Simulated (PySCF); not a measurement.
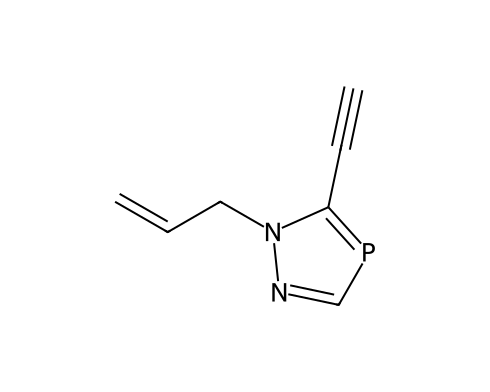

The picture comes from a calculation with PySCF.

2D structure.

Q: Write the SMILES.

A: C#Cc1pcnn1CC=C

Q: What is the molecular formula?

A: C7H7N2P.

Q: An optimisation with PBE0-D3(BJ)/def2-SVP gave a structure of which point group?

A: C1. Other conformers may differ.
